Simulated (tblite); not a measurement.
**Geometry relaxation of Si2H6O3 (part 2 of 2)**

The same run, continued: Si2H6O3, SMILES O[SiH2]O[SiH2]O; GFN1-xTB, R-SCC, GBSA solvent acetonitrile (tblite 0.8.0). The geometry: force field.

Geometry of the input (Å):
```
O  -1.7884  -2.0174  0.6236
Si -0.3916  -1.2366  0.9116
O  -0.2308  0.0150  -0.1657
Si 1.0154  1.1735  -0.4796
O  0.4059  2.0989  -1.7414
H  -2.5328  -1.3661  0.2852
H  0.7345  -2.2102  0.7499
H  -0.3619  -0.6935  2.2882
H  1.1680  2.0226  0.7603
H  2.2058  0.5121  -0.8608
H  -0.1588  1.6446  -2.3506
```

## Trajectory as extended XYZ, continued
```
11
Properties=species:S:1:pos:R:3:forces:R:3 step=18 energy=-582.56933
O    -1.8596   -1.6259    0.5385   -0.0714  -0.0218   0.0015
Si   -0.3803   -1.2972    1.0501   -0.0567   0.0268  -0.1647
O     0.3001   -0.0305    0.2206    0.0439  -0.0950   0.1299
Si    1.0986    1.2242   -0.5130   -0.2372   0.0789   0.0556
O     0.2719    1.7717   -1.7693    0.0341   0.0847  -0.1399
H    -2.7418   -1.8809    0.3081    0.0838   0.0125   0.0243
H     0.4465   -2.4477    0.7885    0.0180  -0.0294   0.0095
H    -0.4599   -0.8960    2.4278   -0.0001   0.0209   0.0874
H     1.1586    2.2841    0.4751    0.0767  -0.0895  -0.1284
H     2.3543    0.6828   -0.9655    0.0264   0.0742  -0.0169
H    -0.1231    2.1582   -2.5402    0.0825  -0.0622   0.1416
11
Properties=species:S:1:pos:R:3:forces:R:3 step=19 energy=-582.57190
O    -1.8616   -1.6226    0.5378   -0.0988  -0.0310  -0.0113
Si   -0.3829   -1.2984    1.0500    0.0225   0.0629  -0.1267
O     0.3059   -0.0309    0.2253    0.0133  -0.0943   0.1108
Si    1.0972    1.2265   -0.5152   -0.1933  -0.0197   0.1156
O     0.2719    1.7694   -1.7712    0.0170   0.0810  -0.1356
H    -2.7417   -1.8860    0.3090    0.0811   0.0198   0.0214
H     0.4430   -2.4512    0.7903    0.0093  -0.0162   0.0059
H    -0.4608   -0.8995    2.4306   -0.0029   0.0149   0.0527
H     1.1606    2.2851    0.4685    0.0677  -0.0411  -0.0794
H     2.3542    0.6886   -0.9661    0.0406   0.0591  -0.0269
H    -0.1204    2.1620   -2.5383    0.0437  -0.0354   0.0735
11
Properties=species:S:1:pos:R:3:forces:R:3 step=20 energy=-582.57442
O    -1.8646   -1.6184    0.5370   -0.0701  -0.0225  -0.0128
Si   -0.3852   -1.2984    1.0486    0.0530   0.0382  -0.0206
O     0.3127   -0.0325    0.2319   -0.0089  -0.0544   0.0612
Si    1.0933    1.2281   -0.5160   -0.0851  -0.1186   0.0976
O     0.2722    1.7662   -1.7744    0.0166   0.0492  -0.0789
H    -2.7409   -1.8931    0.3105    0.0414   0.0182   0.0086
H     0.4370   -2.4560    0.7937    0.0054  -0.0010  -0.0047
H    -0.4622   -0.9055    2.4348   -0.0044   0.0087  -0.0085
H     1.1645    2.2871    0.4584    0.0486   0.0289   0.0021
H     2.3553    0.6979   -0.9679    0.0147   0.0473  -0.0201
H    -0.1167    2.1676   -2.5359   -0.0113   0.0059  -0.0239
11
Properties=species:S:1:pos:R:3:forces:R:3 step=21 energy=-582.57520
O    -1.8658   -1.6172    0.5367   -0.0156  -0.0063  -0.0012
Si   -0.3854   -1.2980    1.0478    0.0181  -0.0083   0.0294
O     0.3149   -0.0337    0.2350   -0.0127  -0.0263   0.0318
Si    1.0908    1.2271   -0.5150   -0.0377  -0.1026   0.0384
O     0.2727    1.7656   -1.7761    0.0342   0.0186  -0.0213
H    -2.7405   -1.8952    0.3109    0.0085   0.0107  -0.0004
H     0.4348   -2.4576    0.7948    0.0056   0.0023  -0.0089
H    -0.4628   -0.9075    2.4360   -0.0046   0.0068  -0.0273
H     1.1665    2.2880    0.4549    0.0375   0.0437   0.0265
H     2.3557    0.7018   -0.9688   -0.0049   0.0419  -0.0125
H    -0.1156    2.1697   -2.5356   -0.0284   0.0196  -0.0545
11
Properties=species:S:1:pos:R:3:forces:R:3 step=22 energy=-582.57567
O    -1.8665   -1.6168    0.5366    0.0307   0.0065   0.0102
Si   -0.3853   -1.2980    1.0477   -0.0185  -0.0461   0.0507
O     0.3164   -0.0349    0.2376   -0.0185  -0.0092   0.0099
Si    1.0887    1.2251   -0.5139   -0.0067  -0.0477  -0.0112
O     0.2736    1.7658   -1.7775    0.0418  -0.0002   0.0124
H    -2.7405   -1.8959    0.3110   -0.0146   0.0042  -0.0065
H     0.4343   -2.4582    0.7949    0.0052   0.0006  -0.0092
H    -0.4631   -0.9079    2.4360   -0.0056   0.0049  -0.0261
H     1.1679    2.2887    0.4536    0.0276   0.0358   0.0272
H     2.3555    0.7041   -0.9692   -0.0150   0.0352  -0.0080
H    -0.1156    2.1708   -2.5362   -0.0264   0.0160  -0.0494
11
Properties=species:S:1:pos:R:3:forces:R:3 step=23 energy=-582.57594
O    -1.8667   -1.6170    0.5367    0.0448   0.0095   0.0141
Si   -0.3854   -1.2988    1.0483   -0.0269  -0.0551   0.0464
O     0.3169   -0.0360    0.2393   -0.0244  -0.0031  -0.0024
Si    1.0871    1.2234   -0.5132    0.0056   0.0042  -0.0257
O     0.2748    1.7667   -1.7784    0.0394  -0.0079   0.0231
H    -2.7406   -1.8953    0.3109   -0.0248   0.0003  -0.0091
H     0.4350   -2.4579    0.7942    0.0037  -0.0042  -0.0063
H    -0.4631   -0.9070    2.4352   -0.0071   0.0024  -0.0118
H     1.1688    2.2888    0.4539    0.0202   0.0182   0.0145
H     2.3546    0.7051   -0.9691   -0.0120   0.0274  -0.0087
H    -0.1161    2.1708   -2.5371   -0.0185   0.0083  -0.0343
11
Properties=species:S:1:pos:R:3:forces:R:3 step=24 energy=-582.57614
O    -1.8665   -1.6173    0.5370    0.0306   0.0037   0.0111
Si   -0.3857   -1.3001    1.0492   -0.0129  -0.0428   0.0295
O     0.3166   -0.0368    0.2403   -0.0256   0.0001  -0.0091
Si    1.0861    1.2222   -0.5130    0.0085   0.0373  -0.0140
O     0.2761    1.7676   -1.7790    0.0256  -0.0036   0.0108
H    -2.7407   -1.8945    0.3107   -0.0232  -0.0001  -0.0086
H     0.4359   -2.4577    0.7934    0.0025  -0.0097  -0.0025
H    -0.4632   -0.9059    2.4345   -0.0085   0.0005   0.0066
H     1.1697    2.2890    0.4547    0.0141  -0.0013  -0.0012
H     2.3537    0.7059   -0.9692   -0.0044   0.0189  -0.0107
H    -0.1168    2.1705   -2.5380   -0.0067  -0.0029  -0.0118
11
Properties=species:S:1:pos:R:3:forces:R:3 step=25 energy=-582.57626
O    -1.8662   -1.6178    0.5372    0.0101  -0.0036   0.0066
Si   -0.3860   -1.3014    1.0501    0.0075  -0.0213   0.0127
O     0.3155   -0.0372    0.2404   -0.0197   0.0037  -0.0109
Si    1.0856    1.2218   -0.5130    0.0047   0.0420   0.0052
O     0.2773    1.7684   -1.7794    0.0152   0.0006   0.0006
H    -2.7407   -1.8938    0.3105   -0.0209  -0.0004  -0.0078
H     0.4366   -2.4576    0.7930    0.0023  -0.0137   0.0001
H    -0.4633   -0.9053    2.4342   -0.0089  -0.0009   0.0186
H     1.1706    2.2891    0.4554    0.0099  -0.0123  -0.0102
H     2.3532    0.7067   -0.9693    0.0016   0.0125  -0.0117
H    -0.1172    2.1700   -2.5385   -0.0019  -0.0066  -0.0032
11
Properties=species:S:1:pos:R:3:forces:R:3 step=26 energy=-582.57636
O    -1.8659   -1.6181    0.5375   -0.0093  -0.0110   0.0027
Si   -0.3862   -1.3025    1.0510    0.0228   0.0016  -0.0014
O     0.3139   -0.0374    0.2400   -0.0082   0.0086  -0.0097
Si    1.0854    1.2220   -0.5129    0.0005   0.0285   0.0195
O     0.2783    1.7689   -1.7797    0.0059   0.0061  -0.0089
H    -2.7407   -1.8934    0.3104   -0.0160   0.0004  -0.0063
H     0.4369   -2.4580    0.7930    0.0031  -0.0152   0.0016
H    -0.4636   -0.9053    2.4344   -0.0080  -0.0020   0.0228
H     1.1716    2.2893    0.4556    0.0062  -0.0164  -0.0118
H     2.3531    0.7079   -0.9698    0.0024   0.0076  -0.0097
H    -0.1174    2.1696   -2.5387    0.0006  -0.0082   0.0012
11
Properties=species:S:1:pos:R:3:forces:R:3 step=27 energy=-582.57644
O    -1.8658   -1.6187    0.5378   -0.0130  -0.0137   0.0032
Si   -0.3862   -1.3033    1.0515    0.0240   0.0165  -0.0093
O     0.3121   -0.0374    0.2393    0.0042   0.0123  -0.0060
Si    1.0852    1.2225   -0.5127   -0.0026   0.0088   0.0193
O     0.2793    1.7693   -1.7800    0.0045   0.0056  -0.0049
H    -2.7407   -1.8930    0.3102   -0.0149  -0.0002  -0.0055
H     0.4370   -2.4587    0.7933    0.0034  -0.0136   0.0022
H    -0.4639   -0.9056    2.4350   -0.0062  -0.0034   0.0188
H     1.1726    2.2894    0.4556    0.0032  -0.0127  -0.0065
H     2.3531    0.7091   -0.9704   -0.0002   0.0045  -0.0061
H    -0.1174    2.1691   -2.5388   -0.0023  -0.0041  -0.0051
11
Properties=species:S:1:pos:R:3:forces:R:3 step=28 energy=-582.57649
O    -1.8659   -1.6192    0.5381   -0.0065  -0.0130   0.0059
Si   -0.3860   -1.3036    1.0518    0.0123   0.0183  -0.0100
O     0.3110   -0.0372    0.2386    0.0113   0.0123  -0.0015
Si    1.0851    1.2230   -0.5124   -0.0021  -0.0047   0.0075
O     0.2799    1.7696   -1.7803    0.0049   0.0048   0.0002
H    -2.7410   -1.8929    0.3101   -0.0117   0.0002  -0.0043
H     0.4370   -2.4593    0.7936    0.0026  -0.0089   0.0023
H    -0.4642   -0.9060    2.4358   -0.0041  -0.0048   0.0097
H     1.1734    2.2894    0.4554    0.0013  -0.0056   0.0014
H     2.3533    0.7101   -0.9710   -0.0039   0.0030  -0.0024
H    -0.1174    2.1688   -2.5389   -0.0040  -0.0015  -0.0087
11
Properties=species:S:1:pos:R:3:forces:R:3 step=29 energy=-582.57651
O    -1.8659   -1.6197    0.5383    0.0039  -0.0099   0.0089
Si   -0.3857   -1.3035    1.0517   -0.0007   0.0118  -0.0070
O     0.3105   -0.0369    0.2382    0.0121   0.0090   0.0022
Si    1.0850    1.2232   -0.5121   -0.0006  -0.0066  -0.0047
O     0.2804    1.7700   -1.7804    0.0068   0.0022   0.0067
H    -2.7412   -1.8926    0.3099   -0.0099   0.0000  -0.0036
H     0.4373   -2.4596    0.7937    0.0003  -0.0034   0.0028
H    -0.4644   -0.9061    2.4362   -0.0026  -0.0062   0.0016
H     1.1738    2.2891    0.4555    0.0005   0.0002   0.0066
H     2.3531    0.7105   -0.9712   -0.0041   0.0020  -0.0011
H    -0.1176    2.1684   -2.5390   -0.0057   0.0011  -0.0124
11
Properties=species:S:1:pos:R:3:forces:R:3 step=30 energy=-582.57653
O    -1.8660   -1.6203    0.5386    0.0083  -0.0079   0.0096
Si   -0.3854   -1.3032    1.0515   -0.0091   0.0032  -0.0029
O     0.3103   -0.0367    0.2381    0.0094   0.0043   0.0046
Si    1.0849    1.2232   -0.5120    0.0014  -0.0021  -0.0111
O     0.2808    1.7704   -1.7805    0.0049   0.0028   0.0055
H    -2.7415   -1.8922    0.3097   -0.0050   0.0009  -0.0021
H     0.4376   -2.4598    0.7936   -0.0027   0.0020   0.0034
H    -0.4646   -0.9060    2.4364   -0.0015  -0.0072  -0.0042
H     1.1740    2.2888    0.4557    0.0002   0.0029   0.0083
H     2.3529    0.7107   -0.9713   -0.0018   0.0008  -0.0014
H    -0.1177    2.1681   -2.5392   -0.0041   0.0003  -0.0097
11
Properties=species:S:1:pos:R:3:forces:R:3 step=31 energy=-582.57655
O    -1.8659   -1.6211    0.5390    0.0082  -0.0065   0.0084
Si   -0.3853   -1.3030    1.0514   -0.0111  -0.0038   0.0005
O     0.3103   -0.0365    0.2380    0.0055  -0.0002   0.0058
Si    1.0849    1.2232   -0.5120    0.0023   0.0047  -0.0109
O     0.2812    1.7710   -1.7805    0.0020   0.0036   0.0028
H    -2.7418   -1.8918    0.3095   -0.0009   0.0014  -0.0009
H     0.4380   -2.4597    0.7935   -0.0054   0.0062   0.0041
H    -0.4646   -0.9059    2.4364   -0.0009  -0.0078  -0.0069
H     1.1741    2.2885    0.4562    0.0001   0.0034   0.0069
H     2.3525    0.7106   -0.9713    0.0027  -0.0006  -0.0028
H    -0.1180    2.1676   -2.5395   -0.0025  -0.0004  -0.0070
11
Properties=species:S:1:pos:R:3:forces:R:3 step=32 energy=-582.57656
O    -1.8659   -1.6218    0.5394    0.0026  -0.0060   0.0053
Si   -0.3853   -1.3029    1.0512   -0.0078  -0.0078   0.0029
O     0.3104   -0.0362    0.2381    0.0020  -0.0034   0.0057
Si    1.0848    1.2233   -0.5121    0.0026   0.0099  -0.0056
O     0.2817    1.7715   -1.7805   -0.0027   0.0060  -0.0036
H    -2.7420   -1.8913    0.3094    0.0039   0.0022   0.0004
H     0.4383   -2.4596    0.7935   -0.0071   0.0088   0.0043
H    -0.4647   -0.9059    2.4363   -0.0006  -0.0074  -0.0072
H     1.1742    2.2882    0.4567   -0.0001   0.0020   0.0037
H     2.3522    0.7106   -0.9713    0.0067  -0.0019  -0.0043
H    -0.1182    2.1671   -2.5399    0.0003  -0.0024  -0.0018
11
Properties=species:S:1:pos:R:3:forces:R:3 step=33 energy=-582.57658
O    -1.8658   -1.6227    0.5400   -0.0039  -0.0052   0.0015
Si   -0.3854   -1.3028    1.0511   -0.0012  -0.0082   0.0041
O     0.3105   -0.0360    0.2381   -0.0006  -0.0048   0.0043
Si    1.0849    1.2234   -0.5123    0.0018   0.0117   0.0021
O     0.2821    1.7722   -1.7806   -0.0060   0.0072  -0.0075
H    -2.7422   -1.8909    0.3092    0.0062   0.0022   0.0011
H     0.4384   -2.4595    0.7936   -0.0071   0.0092   0.0037
H    -0.4649   -0.9060    2.4362   -0.0004  -0.0060  -0.0052
H     1.1743    2.2879    0.4573   -0.0003   0.0000  -0.0004
H     2.3520    0.7107   -0.9715    0.0094  -0.0027  -0.0053
H    -0.1185    2.1666   -2.5404    0.0022  -0.0033   0.0015
11
Properties=species:S:1:pos:R:3:forces:R:3 step=34 energy=-582.57659
O    -1.8658   -1.6236    0.5405   -0.0085  -0.0038  -0.0019
Si   -0.3856   -1.3028    1.0511    0.0045  -0.0053   0.0037
O     0.3106   -0.0358    0.2383   -0.0015  -0.0039   0.0020
Si    1.0850    1.2238   -0.5125    0.0008   0.0083   0.0076
O     0.2823    1.7728   -1.7808   -0.0073   0.0072  -0.0083
H    -2.7424   -1.8906    0.3090    0.0060   0.0016   0.0011
H     0.4383   -2.4593    0.7939   -0.0045   0.0068   0.0020
H    -0.4651   -0.9066    2.4361   -0.0004  -0.0034  -0.0016
H     1.1745    2.2879    0.4578   -0.0006  -0.0014  -0.0036
H     2.3521    0.7109   -0.9719    0.0082  -0.0023  -0.0047
H    -0.1187    2.1663   -2.5408    0.0033  -0.0037   0.0037
11
Properties=species:S:1:pos:R:3:forces:R:3 step=35 energy=-582.57660
O    -1.8658   -1.6241    0.5409   -0.0061  -0.0016  -0.0024
Si   -0.3856   -1.3028    1.0511    0.0049  -0.0013   0.0021
O     0.3107   -0.0357    0.2384   -0.0006  -0.0017   0.0002
Si    1.0851    1.2241   -0.5126    0.0000   0.0022   0.0064
O     0.2824    1.7732   -1.7810   -0.0043   0.0045  -0.0026
H    -2.7424   -1.8906    0.3090    0.0023   0.0004   0.0002
H     0.4380   -2.4593    0.7942   -0.0009   0.0030   0.0001
H    -0.4652   -0.9071    2.4361   -0.0005  -0.0011   0.0012
H     1.1747    2.2880    0.4579   -0.0008  -0.0010  -0.0039
H     2.3523    0.7111   -0.9722    0.0040  -0.0009  -0.0029
H    -0.1187    2.1662   -2.5411    0.0021  -0.0024   0.0016
11
Properties=species:S:1:pos:R:3:forces:R:3 step=36 energy=-582.57660
O    -1.8659   -1.6241    0.5409   -0.0019  -0.0003  -0.0013
Si   -0.3856   -1.3029    1.0512    0.0018   0.0003   0.0010
O     0.3107   -0.0357    0.2384    0.0002  -0.0005  -0.0001
Si    1.0851    1.2242   -0.5125    0.0001  -0.0011   0.0023
O     0.2823    1.7732   -1.7810   -0.0018   0.0026   0.0015
H    -2.7424   -1.8907    0.3090    0.0001  -0.0002  -0.0004
H     0.4377   -2.4593    0.7944    0.0009   0.0010  -0.0008
H    -0.4653   -0.9074    2.4361   -0.0005  -0.0003   0.0018
H     1.1748    2.2881    0.4577   -0.0008   0.0001  -0.0026
H     2.3525    0.7112   -0.9724    0.0007   0.0001  -0.0016
H    -0.1187    2.1663   -2.5411    0.0012  -0.0016   0.0000
```

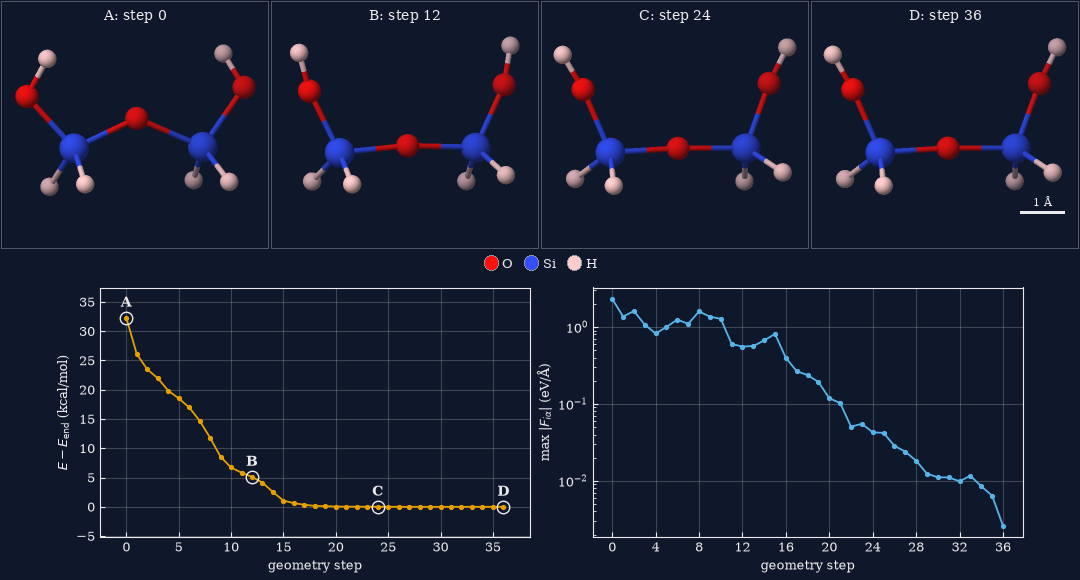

Frames of the relaxation (ball-and-stick view, seen at a tilt) above the curves, on which the letters mark them (steps are counted from 0).

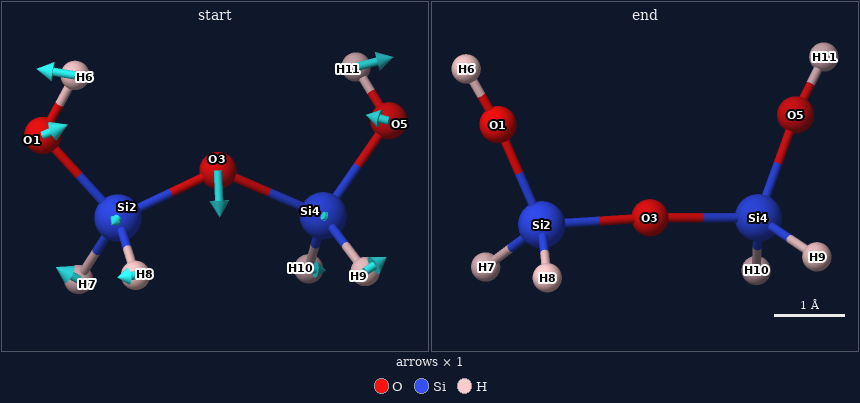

Before (left) and after (right) the relaxation, at one scale (ball-and-stick view, seen at a tilt). The teal arrows give the displacements, at true length. The atom that moves furthest after the best rigid fit is O3 (0.68 Å). By element the largest moves are O 0.68 Å, H 0.57 Å, Si 0.15 Å. Among the contacts that change: O1–H6 1.045 → 0.945 Å, Si4–O5 1.679 → 1.598 Å, O3–Si4 1.730 → 1.659 Å, Si4–H9 1.510 → 1.443 Å. Among the angles that change: Si2–O1–H6 111.7° → 173.7°, Si4–O5–H11 115.8° → 173.9°, Si2–O3–Si4 133.8° → 176.6°. The energy falls by 32.3 kcal/mol in 36 geometry steps. The largest force component goes from 2.3 to 0.0026 eV/Å. (Atoms are counted from 1 in the order of the input.)

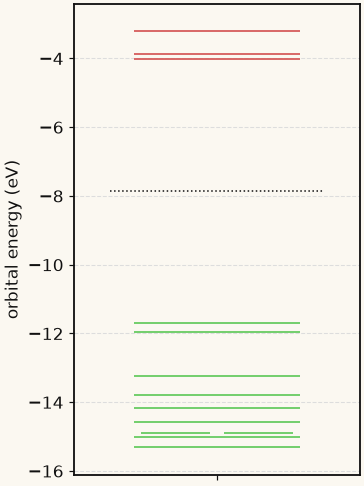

Orbital energies near the frontier; the dotted line parts filled from empty levels, and levels within 0.02 eV of each other stand side by side. Highest filled −11.68 eV, lowest empty −4.02 eV, 7.66 eV apart.
